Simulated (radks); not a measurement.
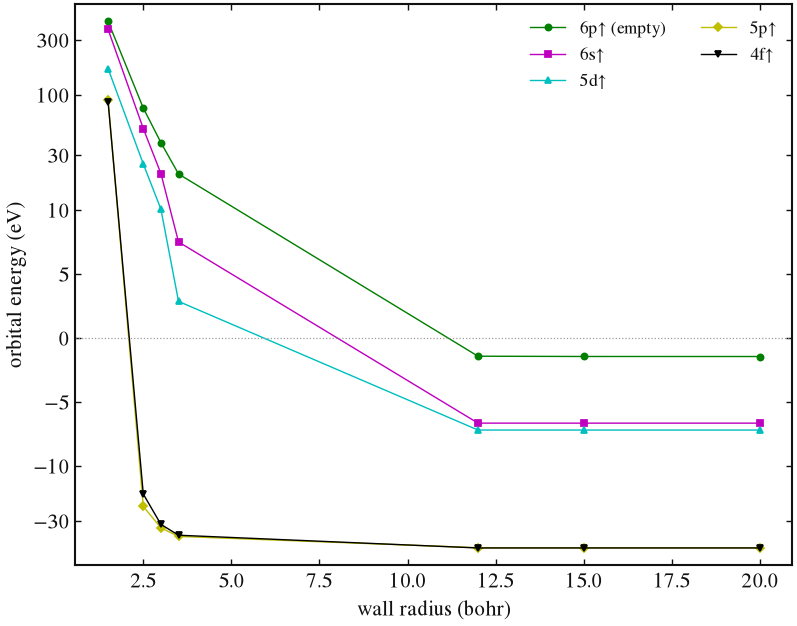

The neutral osmium atom in the configuration [Xe] 4f14 5d6 6s2 (high spin). It is put inside a hard spherical wall of varying radius. Level of theory: scalar-relativistic Kohn-Sham, PBE, spin-polarised, spherical densities, point nucleus. Computed with the in-house radial solver radks. The plot shows the outer orbital energies (spin up), on a scale that is linear within ±10 eV and logarithmic beyond.

**How do the levels move, and do any cross?**

The levels rise as the wall closes in: 6p↑ goes from −1.47 eV at 20 bohr to 432.0 eV at 1.5 bohr and passes zero between 12 and 3.5 bohr. No two of the levels drawn cross. The fastest to rise is 6p↑ (by 433.5 eV), the slowest 4f↑ (by 138.8 eV): the wall presses hardest on the most extended orbitals.
